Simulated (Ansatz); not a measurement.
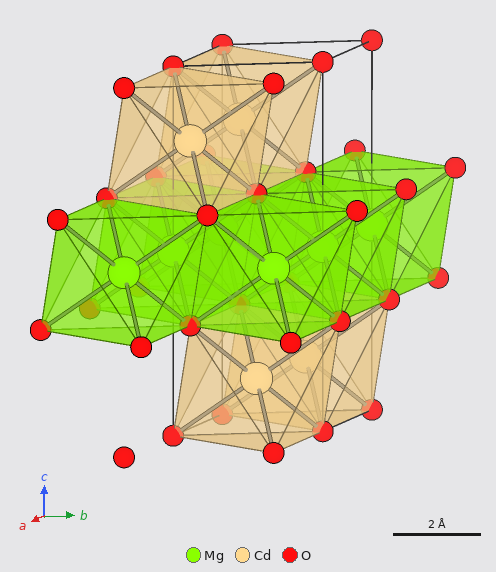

This is the input geometry for a relaxation of crystalline MgCd$_{2}$O$_{3}$ (a generated structure, set up in P-3m1) (coarse preliminary run). The picture is a polyhedral view of the cell of the calculation, repeated 2 × 1 × 1 with one cell outlined, seen slightly off an axis.

Level of theory: DFT PBE, scalar-relativistic, plane waves, PAW (Ansatz).

Input
```yaml
crystal:
  lattice:
    - [3.51574319, 0.0, 0.0]
    - [-1.75787159, 3.04472291, 0.0]
    - [0.0, 0.0, 8.61177688]
  atoms:
    - { symbol: Mg, position: [0.0, 0.0, 0.5] }
    - { symbol: Cd, position: [0.66666667, 0.33333333, 0.83333333] }
    - { symbol: Cd, position: [0.33333333, 0.66666667, 0.16666667] }
    - { symbol: O, position: [0.33333333, 0.66666667, 0.66666667] }
    - { symbol: O, position: [0.66666667, 0.33333333, 0.33333333] }
    - { symbol: O, position: [0.0, 0.0, 0.0] }
basis:
  ecutwfc: 420
kpoints:
  mp_grid: { grid: [6, 6, 2] }
hamiltonian:
  xc: pbe
scf:
  occupations: { method: gaussian, width: 0.1 }
  lower_state_search: "off"
output:
  forces: true
  stress: true
  eigenvalues: true
relax:
  adjacent_minimum: "off"
  f_tol: 0.04
  max_steps: 70
  cell: { stress_tol: 0.4 }
```

Command:
```bash
ansatz run input.yaml --threads 1 --pin off --max-ram 2560MiB --backend cpu --events-out ev --progress --plain --runs-dir out
```

Question: Where does the relaxation end?

Answer: The largest moves relative to the cell, 0.20 Å, are those of O4 and O5. O4 goes along −c. Largest moves by element: O 0.20 Å, Cd 0.08 Å. Mg stays in place. The drawn cell changes as follows: a = b 3.516 → 3.237 Å (−7.9 %), c 8.612 → 8.090 Å (−6.1 %); the volume changes by −20.3 %. Some distances before and after: Mg1–O4 2.486 → 2.192 Å, Cd2–O6 2.486 → 2.354 Å, Cd2–O4 2.486 → 2.378 Å. Bond angles that change, for instance: Mg1–O4–Cd2 180.0° → 173.3°, O4–Mg1–O4 90.0° → 95.2°, O4–Mg1–O5 90.0° → 84.8°. The space group stays P-3m1 (No. 164). Over 5 accepted moves (7 points after the start) the energy falls by 243 meV per atom. Largest force component: 0.95 eV/Å at the start, 0.012 eV/Å at the end. The pressure goes from −16.66 to 0.05 GPa. At 2 points the geometry stayed and the basis and grid were re-selected for the new cell (energy shift of 3.4 meV per atom at most each time).

The structure at the end:

```
CELL_PARAMETERS angstrom
3.23749 0.00000 0.00000
-1.61875 2.80375 0.00000
0.00000 0.00000 8.08978
ATOMIC_POSITIONS crystal
Mg 0.00000 0.00000 0.50000
Cd 0.66667 0.33333 0.82320
Cd 0.33333 0.66667 0.17680
O 0.33333 0.66667 0.64146
O 0.66667 0.33333 0.35854
O 0.00000 0.00000 0.00000
```

After the run, drawn alike:

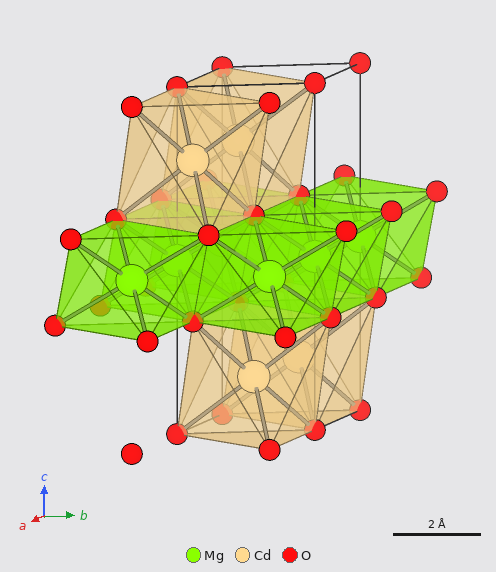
